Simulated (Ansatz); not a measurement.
## Bands, cutoff and cost in G0W0 for Bi3O4Cl (C2/c)

Aim: see how the G0W0 gap of Bi3O4Cl (C2/c) on LDA moves with empty bands and screening cutoff, and what each rung costs.

Method: G0W0 on LDA, plane waves, PAW, in Ansatz 0.2.0.

**1. Set-up**

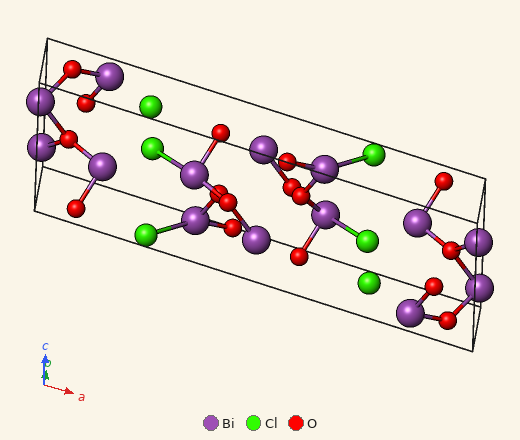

The starting structure, seen slightly off an axis (bismuth purple, chlorine green, oxygen red). This picture shows the conventional cell, with its axes. Bonds to atoms that aren't drawn are left out. Some periodic images of atoms are drawn too.

Coordinates:

```cif
data_structure
_symmetry_space_group_name_H-M 'P 1'
_symmetry_Int_Tables_number 1
_cell_length_a 10.0457
_cell_length_b 10.0457
_cell_length_c 5.6954
_cell_angle_alpha 105.005
_cell_angle_beta 105.005
_cell_angle_gamma 32.651
_cell_volume 298.60
loop_
_atom_site_label
_atom_site_type_symbol
_atom_site_fract_x
_atom_site_fract_y
_atom_site_fract_z
_atom_site_occupancy
Bi1 Bi 0.29250 0.70750 0.75000 1
Bi2 Bi 0.70750 0.29250 0.25000 1
Bi3 Bi 0.93879 0.35443 0.93320 1
Bi4 Bi 0.64557 0.06121 0.56680 1
Bi5 Bi 0.06121 0.64557 0.06680 1
Bi6 Bi 0.35443 0.93879 0.43320 1
Cl7 Cl 0.00000 0.50000 0.50000 1
Cl8 Cl 0.50000 0.00000 0.00000 1
O9 O 0.05500 0.13120 0.60740 1
O10 O 0.86880 0.94500 0.89260 1
O11 O 0.94500 0.86880 0.39260 1
O12 O 0.13120 0.05500 0.10740 1
O13 O 0.49880 0.63140 0.47940 1
O14 O 0.36860 0.50120 0.02060 1
O15 O 0.50120 0.36860 0.52060 1
O16 O 0.63140 0.49880 0.97940 1
```

The cell and positions come from the Crystallography Open Database and are kept as given unless a step says otherwise. Spin-orbit coupling is left out unless a step names it. The default PAW set here is soft_2. Its files were made with PBE.

**2. 165 empty bands, screening to 39 eV**

G0W0 replaces the xc potential by the self-energy, built once from these orbitals. Only a window of levels is corrected, while the sums run over the empty bands that the input names.

input.yaml

```yaml
crystal:
  lattice:
    - [9.6406818171, -2.8238, 0.0]
    - [9.6406818171, 2.8238, 0.0]
    - [-1.5365156966, 0.0, 5.484222887]
  atoms:
    - { symbol: Bi, position: [0.2925, 0.7075, 0.75] }
    - { symbol: Bi, position: [0.7075, 0.2925, 0.25] }
    - { symbol: Bi, position: [0.93879, 0.35443, 0.9332] }
    - { symbol: Bi, position: [0.64557, 0.06121, 0.5668] }
    - { symbol: Bi, position: [0.06121, 0.64557, 0.0668] }
    - { symbol: Bi, position: [0.35443, 0.93879, 0.4332] }
    - { symbol: Cl, position: [0.0, 0.5, 0.5] }
    - { symbol: Cl, position: [0.5, 0.0, 0.0] }
    - { symbol: O, position: [0.055, 0.1312, 0.6074] }
    - { symbol: O, position: [0.8688, 0.945, 0.8926] }
    - { symbol: O, position: [0.945, 0.8688, 0.3926] }
    - { symbol: O, position: [0.1312, 0.055, 0.1074] }
    - { symbol: O, position: [0.4988, 0.6314, 0.4794] }
    - { symbol: O, position: [0.3686, 0.5012, 0.0206] }
    - { symbol: O, position: [0.5012, 0.3686, 0.5206] }
    - { symbol: O, position: [0.6314, 0.4988, 0.9794] }
kpoints:
  mp_grid: { grid: [4, 4, 4] }
hamiltonian:
  xc: lda
scf:
  occupations: { method: fixed }
gw:
  n_empty_bands: 165
  ecut_chi: 39
  qp_bands: [v4, c4]
  qp_kpoints: band_edges
  screening: { model: contour_deformation }
```

Command:

```
$ ansatz run input.yaml --threads 3 --pin off --max-ram 92160MiB --backend cuda --events-out ev --progress --plain --runs-dir out --devices 1 --max-vram 13GiB
```

Numbers of over 12 decimals in the logs are rounded to 6 here.

Output:

```text
GPUs: using 1 of 1 available (devices: 1).
Engine: ansatz 0.2.0, x86_64-unknown-linux-gnu
Pseudopotentials: kind: paw
Pseudopotential: Bi, paw, valence charge 15, recommended cutoff 420 eV (normal), Bi.paw.azcp
Pseudopotential: Cl, paw, valence charge 7, recommended cutoff 420 eV (normal), Cl.paw.azcp
Pseudopotential: O, paw, valence charge 6, recommended cutoff 420 eV (normal), O.paw.azcp
Functional definition: SPW92
  exchange = slater_x
  correlation = pw_c
device memory: the entry about to start is reckoned to put 5.3 GiB on a device that reports 31.2 GiB free (of which the cap on the GPU budget leaves the run 13.0 GiB)
GPU FFT provider: cuFFT
GPU libraries: cuBLAS 13.8.2, cuFFT 12.4.0, cuSOLVER 12.3.4
Crystal: 16 atoms, lattice volume = 298.598 Å³
Basis set: ecut = 420 eV, 5857 PW (Γ)
Bands: 92, of which v1, the nominal top of the filled ones, is band 76 counted from 1 (75 counted from 0)
Symmetry: 4 space group operations
Space group: C2/c (ITA 15), of the structure as read, at distance tolerance 6.7e-5 Å
k-points: 24 of 64
Non-local potential: Bi, projectors of the file, l = 0: 2, l = 1: 2, l = 2: 2, l = 3: 2
Non-local potential: Cl, projectors of the file, l = 0: 2, l = 1: 2, l = 2: 2
Non-local potential: O, projectors of the file, l = 0: 2, l = 1: 2, l = 2: 1
PAW form: soft (Blöchl's): semilocal exchange-correlation on the pseudo side does not see the compensation charge
PAW frozen core: Bi, regenerated for the run's functional, and the local potential with it (the file was generated under x = pbe(κ = 0.804, μ = 0.219515), c = pbe(β = 0.066725))
PAW frozen core: Cl, regenerated for the run's functional, and the local potential with it (the file was generated under x = pbe(κ = 0.804, μ = 0.219515), c = pbe(β = 0.066725))
PAW frozen core: O, regenerated for the run's functional, and the local potential with it (the file was generated under x = pbe(κ = 0.804, μ = 0.219515), c = pbe(β = 0.066725))
PAW one-centre angular grid: Bi, 590 points (default); XC on 64 Gauss nodes
PAW one-centre angular grid: Cl, 110 points (default); XC on 64 Gauss nodes
PAW one-centre angular grid: O, 110 points (default); XC on 64 Gauss nodes
Initial density: superposition of atomic densities (neutral atoms: chi_scale 0, normalization atom), corrected by the library's trained network
Initial wavefunctions: pseudopotential atomic-orbital guess
GPU buffer pool allocated for 207360 grid points (all kernels)
GPU transforms: local potential and band sums: pruned to the plane-wave sphere, on 72×72×40
Functional: x = slater, c = lda
SCF iter   1: F=—  HF=-79045.018776 eV  |F-HF|=—  |Δ(HF+E_count)|=         —  Δρ=1.42e-2  dr2=6.17e-1  ethr=1.77e-3  ⟨swp⟩=5.0  Hψ=7217  notcnv=0  defer=322
preconditioner: auto → Resta (q_TF=auto, 2.438 Å⁻¹)  ε∞=3.4  [insulator: Δε(μ)=2.323 eV  Ē_g=17.216 eV  n_scr=62 (ndim 8)  ℏωp=26.5 eV  f_vac=0.034  ε∞_Penn≈3.4]
SCF iter   2: F=—  HF=-79044.903919 eV  |F-HF|=—  |Δ(HF+E_count)|=   1.15e-1  Δρ=6.70e-3  dr2=1.17e-1  ethr=4.06e-4  ⟨swp⟩=2.2  Hψ=3618  notcnv=0  defer=332
SCF iter   3: F=—  HF=-79044.881098 eV  |F-HF|=—  |Δ(HF+E_count)|=   2.28e-2  Δρ=2.01e-3  dr2=9.50e-3  ethr=7.72e-5  ⟨swp⟩=2.0  Hψ=2755  notcnv=0  defer=335
SCF iter   4: F=—  HF=-79044.878497 eV  |F-HF|=—  |Δ(HF+E_count)|=   2.60e-3  Δρ=5.91e-4  dr2=9.58e-4  ethr=6.25e-6  ⟨swp⟩=2.0  Hψ=2817  notcnv=0  defer=336
SCF iter   5: F=—  HF=-79044.878398 eV  |F-HF|=—  |Δ(HF+E_count)|=   9.90e-5  Δρ=3.85e-4  dr2=4.50e-4  ethr=6.31e-7  ⟨swp⟩=2.0  Hψ=3051  notcnv=0  defer=323
SCF iter   6: F=—  HF=-79044.878326 eV  |F-HF|=—  |Δ(HF+E_count)|=   7.20e-5  Δρ=7.57e-5  dr2=1.47e-5  ethr=2.96e-7  ⟨swp⟩=2.0  Hψ=2692  notcnv=0  defer=237
SCF iter   7: F=—  HF=-79044.878331 eV  |F-HF|=—  |Δ(HF+E_count)|=   4.59e-6  Δρ=1.81e-5  dr2=1.05e-6  ethr=9.70e-9  ⟨swp⟩=2.2  Hψ=3395  notcnv=0  defer=236
SCF iter   8: F=-79044.878331 eV  HF=-79044.878331 eV  |F-HF|=8.37e-9  |Δ(HF+E_count)|=   4.49e-7  Δρ=2.75e-6  dr2=2.79e-8  ethr=6.58e-11  ⟨swp⟩=9.0  Hψ=10221  notcnv=0
SCF 1 converged in 8 iterations: F = -79044.878331 eV  dr2 = 2.79e-8
  greatest PAW one-centre occupation: 0.992 electrons in one spin orbital (limit 2), on the Bi atom at site 1 (counted from 0), in its partial waves of l = 2
device memory: the entry about to start is reckoned to put 6.1 GiB (of the 6.4 GiB reckoned in all, the device holds 0.3 GiB already) on a device that reports 35.4 GiB free (of which the cap on the GPU budget leaves the run 12.8 GiB)
NSCF: frozen V_eff on 24 k-points
the band table was solved once the SCF had ended and its energy, with any forces and stress, was formed, with the checks that follow a solve (8570 applications of the Hamiltonian). They found nothing against the state; the energy, forces and stress were not computed again (output.eigenvalues in the input reference)
device memory: the entry about to start is reckoned to put 5.0 GiB on a device that reports 35.7 GiB free (of which the cap on the GPU budget leaves the run 13.0 GiB)
NSCF: frozen V_eff on 24 k-points
G₀W₀ screening: q 1/24
[... further progress lines ...]
device memory: the entry about to start is reckoned to put 1.4 GiB on a device that reports 29.3 GiB free (of which the cap on the GPU budget leaves the run 13.0 GiB)
NSCF: frozen V_eff on 1 k-points
device memory: the entry about to start is reckoned to put 1.4 GiB on a device that reports 29.3 GiB free (of which the cap on the GPU budget leaves the run 13.0 GiB)
NSCF: frozen V_eff on 1 k-points
device memory: the entry about to start is reckoned to put 1.4 GiB on a device that reports 29.4 GiB free (of which the cap on the GPU budget leaves the run 13.0 GiB)
NSCF: frozen V_eff on 1 k-points
SCF converged after 8 iterations
Free energy (F): -79044.878331 eV
Harris-Foulkes:  -79044.878331 eV  (|F-HF|=8.37e-9)
Internal energy: -79044.878331 eV  (E = F + TS)
E sigma→0 (E₀):  -79044.878331 eV
Fermi energy:    7.401679 eV
--- Per-component energies (eV) ---
  E_band       = -742.277889
  E_kinetic    = 3523.515186
  E_local      = -14006.760631  (includes V_loc(G=0)·N_el)
  E_nonlocal   = 3870.185820
  E_hartree    = 4879.672484
  E_xc         = -1693.879853
  E_vxc        = -1854.935059  (∫ρ·V_xc dr)
  E_paw        = -64548.442271  (= ΣΔE_a)
  E_vpaw       = -2033.653645  (= ΣTr[D̂ρ^β])
  E_aug_tail   = 0.016293  (compensation charges beyond the density's cutoff)
  E_ewald      = -11070.312406
  E_core_change = 1.127046  (= ΣΔE_core)
  E_smearing   = -0.000000  (= −TS)
  E_closure    = 0.000000  (closes the sum)
  Σ components = -79044.878331   (vs F -79044.878331, Δ=0.00e0)
--- Band table (eV; the first three rows and the last of 24) ---
  k-point 0: bands = [... 72 lower, 6.6346, 6.7635, 6.8433, 7.1283, 10.1107, 10.3092, 10.5710, 10.9148, ... 12 higher]
  k-point 1: bands = [... 72 lower, 6.7149, 6.7300, 6.9576, 7.1785, 10.3969, 10.6155, 10.8331, 11.0695, ... 12 higher]
  k-point 2: bands = [... 72 lower, 6.7291, 6.7291, 7.0779, 7.0779, 10.4593, 10.4593, 11.2228, 11.2228, ... 12 higher]
  k-point 23: bands = [... 72 lower, 6.7785, 6.7785, 7.0301, 7.0301, 10.8550, 10.8550, 11.2589, 11.2589, ... 12 higher]
--- G₀W₀: contour deformation, 5 samples at zero and on the imaginary axis and 2 off it, 64 q-points, 165 empty bands' worth ---
  eigenvalues of the whole cell's RPA ε∞ on this k-mesh (on a slab, of 1 + 4πα/V) = 5.3905, 5.4258, 5.6174; static W/v taken at q = 0 is 0.181585
  bands read: the sum over 241 bands ends inside a degenerate multiplet in 3 slots, whose members it reads at an even weight; the widest, k=2: bands 241 to 242 (counted from 1) at 1/2 each
  gw.qp_kpoints: band_edges: 24 of 24 stored k-points solved, in 1 pass; an edge of the gap read off the rows below is read off those points alone
    ik  band        ε_KS         Σx   Σc(E_QP)       V_xc       Z   E_QP_lin       E_QP  E_QP is
     0    73      6.6346   -25.2168     4.9144   -20.2782  0.7340     6.6104     6.6104  root
     0    74      6.7635   -23.2182     3.8967   -19.4047  0.7527     6.8466     6.8468  root
     0    75      6.8433   -23.2576     3.5535   -19.8560  0.7597     6.9948     6.9951  root
     0    76      7.1283   -23.7784     3.7469   -20.2165  0.7590     7.3127     7.3132  root
     0    77     10.1107    -9.9574    -3.0714   -14.2304  0.8148    11.3285    11.3123  root
     0    78     10.3092    -9.8519    -3.0891   -14.1227  0.8132    11.5071    11.4909  root
     0    79     10.5710   -11.3398    -2.9869   -15.6623  0.8092    11.9274    11.9066  root
     0    80     10.9148   -10.5910    -3.1507   -15.0121  0.8137    12.2053    12.1851  root
     1    73      6.7149   -23.2615     3.7028   -19.6830  0.7564     6.8389     6.8393  root
     1    74      6.7300   -24.3937     4.3891   -20.0418  0.7450     6.7672     6.7672  root
     1    75      6.9576   -23.6313     3.7461   -20.0673  0.7581     7.1392     7.1397  root
     1    76      7.1785   -23.4170     3.4615   -20.1729  0.7635     7.3953     7.3959  root
     1    77     10.3969   -10.1856    -3.0926   -14.5125  0.8125    11.6491    11.6312  root
     1    78     10.6155   -10.4713    -3.0993   -14.8189  0.8104    11.8828    11.8638  root
     1    79     10.8331   -10.8037    -3.0981   -15.1968  0.8083    12.1489    12.1280  root
     1    80     11.0695   -10.2714    -3.2026   -14.7711  0.7996    12.3908    12.3665  root
     2    73      6.7291   -23.8963     4.1263   -19.8255  0.7490     6.7845     6.7846  root
     2    74      6.7291   -23.8963     4.1263   -19.8255  0.7490     6.7845     6.7846  root
     2    75      7.0779   -23.7912     3.6698   -20.3380  0.7599     7.2938     7.2945  root
     2    76      7.0779   -23.7912     3.6698   -20.3380  0.7599     7.2938     7.2945  root
     2    77     10.4593   -10.1941    -3.0332   -14.4360  0.8099    11.6853    11.6680  root
     2    78     10.4593   -10.1941    -3.0332   -14.4360  0.8099    11.6853    11.6680  root
     2    79     11.2228   -10.4438    -3.2380   -15.0178  0.8011    12.5847    12.5588  root
     2    80     11.2228   -10.4438    -3.2380   -15.0178  0.8011    12.5847    12.5588  root
[...]
23    73      6.7785   -23.1882     3.8731   -19.3315  0.7536     6.7950     6.7950  root
    23    74      6.7785   -23.1882     3.8731   -19.3315  0.7536     6.7950     6.7950  root
    23    75      7.0301   -23.8260     3.7175   -20.3223  0.7584     7.2432     7.2438  root
    23    76      7.0301   -23.8260     3.7175   -20.3223  0.7584     7.2432     7.2438  root
    23    77     10.8550    -9.9244    -3.1533   -14.3001  0.8051    12.0971    12.0774  root
    23    78     10.8550    -9.9244    -3.1533   -14.3001  0.8051    12.0971    12.0774  root
    23    79     11.2589   -10.7097    -3.2676   -15.3396  0.7998    12.6492    12.6212  root
    23    80     11.2589   -10.7097    -3.2676   -15.3396  0.7998    12.6492    12.6212  root
```

Elapsed: 1.9 min, on 1 × NVIDIA H100 80GB HBM3 (shared by 6 runs) with 3 threads of AMD EPYC 7R13 (Zen 3), shared host; peak memory 1.9 GiB.

In the SCF lines HF is the Harris–Foulkes energy and dr2 the Hartree energy of the density residual, in eV; the loop may stop once dr2 is under the threshold and the program's other checks hold. Hψ counts applications of the Hamiltonian.

Numbers from this step:

| Quantity | Value |
| --- | --- |
| bands summed | 241 |
| RPA ε∞ on this mesh (eigenvalues) | 5.390, 5.426, 5.617 |
| plane waves in the screening matrix | 161 |
| q-points in the mesh | 64 |
| G0W0 gap on the mesh | 3.380 eV |
| k of the valence top | 0, -0.5, 0 |
| k of the conduction bottom | -0.5, -0.5, 0 |
| starting gap on the mesh | 2.476 eV |
| Z at the valence top | 0.7608 |
| Z at the conduction bottom | 0.8202 |
| least direct G0W0 gap on the computed points | 3.407 eV |

The gap on the mesh goes from 2.48 eV to 3.38 eV, a correction of +0.90 eV. Between the two edge states, bare exchange in place of the xc potential would open the gap by 7.58 eV, and correlation takes back 6.67 eV.

**3. 467 empty bands, screening to 78 eV**

Another rung: the empty bands reach about as high as the screening cutoff, so the two stay in balance.

input.yaml, as its differences from that of step 2:

```diff
@@ -29,4 +29,4 @@
 gw:
-  n_empty_bands: 165
-  ecut_chi: 39
+  n_empty_bands: 467
+  ecut_chi: 78
   qp_bands: [v4, c4]
```

Output:

```text
GPUs: using 1 of 1 available (devices: 1).
[...]
GPU FFT provider: cuFFT
GPU libraries: cuBLAS 13.8.2, cuFFT 12.4.0, cuSOLVER 12.3.4
Crystal: 16 atoms, lattice volume = 298.598 Å³
Basis set: ecut = 420 eV, 5857 PW (Γ)
Bands: 92, of which v1, the nominal top of the filled ones, is band 76 counted from 1 (75 counted from 0)
Symmetry: 4 space group operations
[...]
k-points: 24 of 64
[...]
GPU buffer pool allocated for 207360 grid points (all kernels)
[...]
SCF iter   1: F=—  HF=-79045.018776 eV  |F-HF|=—  |Δ(HF+E_count)|=         —  Δρ=1.42e-2  dr2=6.17e-1  ethr=1.77e-3  ⟨swp⟩=5.0  Hψ=7217  notcnv=0  defer=322
[...]
SCF iter   8: F=-79044.878331 eV  HF=-79044.878331 eV  |F-HF|=8.37e-9  |Δ(HF+E_count)|=   4.49e-7  Δρ=2.75e-6  dr2=2.79e-8  ethr=6.58e-11  ⟨swp⟩=9.0  Hψ=10221  notcnv=0
SCF 1 converged in 8 iterations: F = -79044.878331 eV  dr2 = 2.79e-8
[...]
NSCF: frozen V_eff on 24 k-points
[...]
G₀W₀ screening: q 1/24
[... further progress lines ...]
[...]
SCF converged after 8 iterations
Free energy (F): -79044.878331 eV
[...]
Internal energy: -79044.878331 eV  (E = F + TS)
E sigma→0 (E₀):  -79044.878331 eV
Fermi energy:    7.401679 eV
[...]
--- Band table (eV; the first three rows and the last of 24) ---
  k-point 0: bands = [... 72 lower, 6.6346, 6.7635, 6.8433, 7.1283, 10.1107, 10.3092, 10.5710, 10.9148, ... 12 higher]
  k-point 1: bands = [... 72 lower, 6.7149, 6.7300, 6.9576, 7.1785, 10.3969, 10.6155, 10.8331, 11.0695, ... 12 higher]
  k-point 2: bands = [... 72 lower, 6.7291, 6.7291, 7.0779, 7.0779, 10.4593, 10.4593, 11.2228, 11.2228, ... 12 higher]
  k-point 23: bands = [... 72 lower, 6.7785, 6.7785, 7.0301, 7.0301, 10.8550, 10.8550, 11.2589, 11.2589, ... 12 higher]
[...]
0    73      6.6346   -25.2168     4.8018   -20.2782  0.7258     6.4975     6.4978  root
     0    74      6.7635   -23.2182     3.7205   -19.4047  0.7453     6.6704     6.6706  root
     0    75      6.8433   -23.2576     3.3115   -19.8560  0.7513     6.7530     6.7532  root
     0    76      7.1283   -23.7784     3.5231   -20.2165  0.7507     7.0894     7.0894  root
     0    77     10.1107    -9.9574    -3.3480   -14.2304  0.8104    11.0447    11.0357  root
     0    78     10.3092    -9.8519    -3.3561   -14.1227  0.8088    11.2330    11.2239  root
     0    79     10.5710   -11.3398    -3.2684   -15.6623  0.8036    11.6371    11.6251  root
     0    80     10.9148   -10.5910    -3.4572   -15.0121  0.8089    11.8894    11.8787  root
[...]
23    77     10.8550    -9.9244    -3.4228   -14.3001  0.8002    11.8191    11.8079  root
    23    78     10.8550    -9.9244    -3.4228   -14.3001  0.8002    11.8191    11.8079  root
    23    79     11.2589   -10.7097    -3.5746   -15.3396  0.7944    12.3297    12.3141  root
    23    80     11.2589   -10.7097    -3.5746   -15.3396  0.7944    12.3297    12.3141  root
```

It took 3.4 min on 1 × NVIDIA H100 80GB HBM3 (shared by 6 runs) with 3 threads; peak memory 3.6 GiB; 5.8 min of CPU time.

This step gave:

| Quantity | Value |
| --- | --- |
| bands summed | 543 |
| RPA ε∞ on this mesh (eigenvalues) | 5.364, 5.398, 5.588 |
| plane waves in the screening matrix | 461 |
| q-points in the mesh | 64 |
| G0W0 gap on the mesh | 3.339 eV |
| k of the valence top | 0, -0.5, 0 |
| k of the conduction bottom | -0.5, -0.5, 0 |
| starting gap on the mesh | 2.476 eV |
| Z at the valence top | 0.7519 |
| Z at the conduction bottom | 0.8157 |
| least direct G0W0 gap on the computed points | 3.401 eV |

Against the run with 4×4×4 mesh, 165 empty bands, screening to 39 eV, the gap moves by −0.04 eV.

(Part 1 of 2 ends here.)

[Paths, hosts, dates, memory and timing lines, banners, echoed tables and standing remarks are left out of the program output.]

[Logs are printed without paths, hosts, clocks, repeated set-up lines and the standing remarks that a program may print on its own settings, such as how far it seeks lower states.]

[Runs of the session that timed out or met a known fault of the program may be left out.]

[Cells called generated may have been cut or substituted from an entry of the Crystallography Open Database or the Materials Project.]

[Hosts, paths, dates, database ids (printed as entryN), source tags and the programs' standing remarks are cut or masked in the printed files.]
